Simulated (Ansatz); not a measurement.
## Electronic structure of ClGeH$_{3}$···H$_{2}$O in real space

The calculation's input:

```
crystal:
  periodic: [false, false, false]
  atoms:
    - { symbol: Ge, position_ang: [0.422015, -0.255141, -0.401657] }
    - { symbol: O, position_ang: [-0.63062, -0.102947, 2.374812] }
    - { symbol: H, position_ang: [-1.223092, -0.859213, 2.457699] }
    - { symbol: H, position_ang: [1.028242, -0.3289, -1.8157] }
    - { symbol: H, position_ang: [0.558391, 1.147162, 0.187712] }
    - { symbol: H, position_ang: [-0.998444, -0.822999, -0.411673] }
    - { symbol: Cl, position_ang: [1.698092, -1.614841, 0.784245] }
    - { symbol: H, position_ang: [0.246115, -0.494623, 2.582262] }
basis:
  gaussian: { orbitals: def2-SVP }
hamiltonian:
  xc: pbe0
relax:
  f_tol: 0.03
  max_steps: 50
output:
  orbitals: {}
```

Run with:

```sh
ansatz run input.yaml --threads 2 --pin off --max-ram 3072MiB --backend cpu --events-out ev --progress --plain --runs-dir out
```

The fields are those of the relaxed geometry.

All numbers below come from RKS PBE0/def2-SVP (Ansatz 0.2.0).

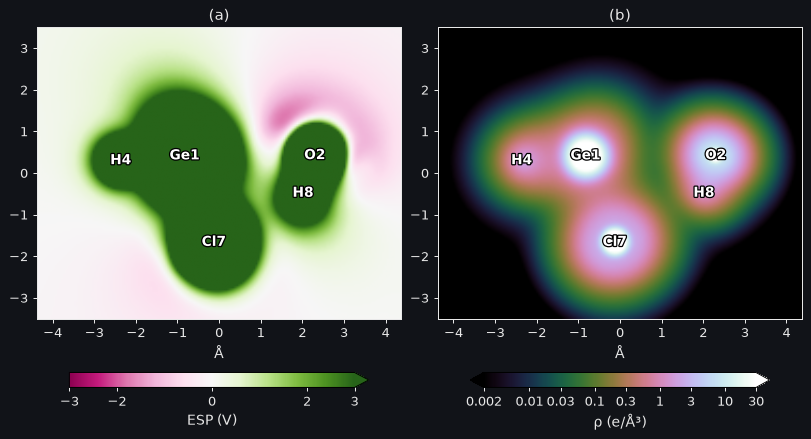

Figure 1. (a) electrostatic potential; (b) electron density on the plane of atoms H4, Ge1 and Cl7.

Q: Describe what can be read from this map.

A: The section cuts through Ge, O, H and Cl sites. Cl7···H8 (2.46 Å): the density falls to about 0.11 e/Å³ on the way: a closed-shell contact with the geometry of a hydrogen bond. Ge–Cl (2.19 Å): ρ at the midpoint is about 0.68 e/Å³. O–H (0.97 Å): ρ is about 3.7 e/Å³ halfway. Ge–H (1.54 Å): ρ at the midpoint is about 1.1 e/Å³. Outside the dense part of the complex the potential is most negative (−1.8 V) near O2.

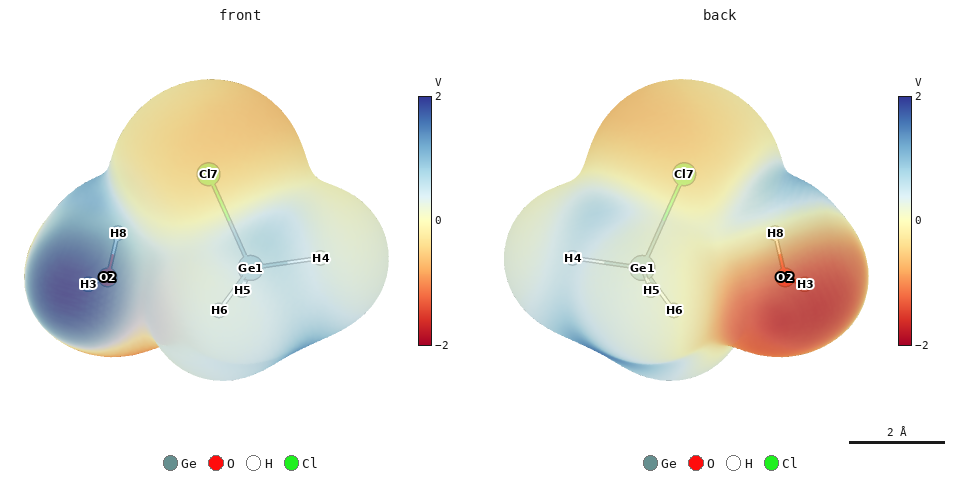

Figure 2. The electrostatic potential painted on the density surface at 0.001 e/bohr³, seen from the front and from behind; the colour scale runs from red (negative) to blue (positive).

Q: Describe the electrostatic potential map.

A: The most negative region (about −1.5 V, or −35 kcal/mol for a unit charge) lies over O2, the most positive (about +1.8 V, or +42 kcal/mol for a unit charge) over H3. O2 is the likeliest acceptor of a hydrogen bond.

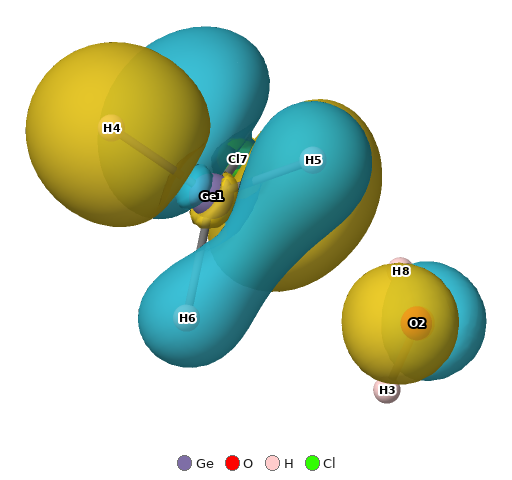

Figure 3. The HOMO−1 at ±0.08 Å⁻³ᐟ² (yellow and cyan are the two phases), seen at an oblique angle.

Q: What is the character of this orbital?

A: It lies mainly on Cl7 (about 55 %), Ge1 (about 15 %), H4 (about 15 %) and O2 (about 10 %). Its energy is −8.72 eV.

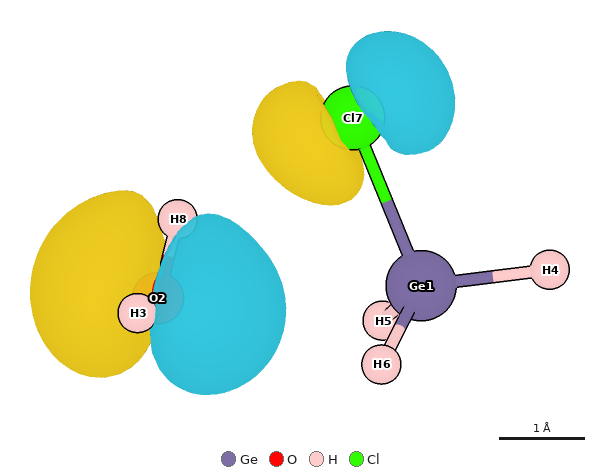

Figure 4. The HOMO at ±0.1 Å⁻³ᐟ² (yellow and cyan are the two phases), seen across its widest extent.

Q: Where does this orbital lie, and at what energy?

A: It lies mainly on O2 (about 75 %) and Cl7 (about 10 %); largely a lone pair of O2. Its energy is −8.55 eV.
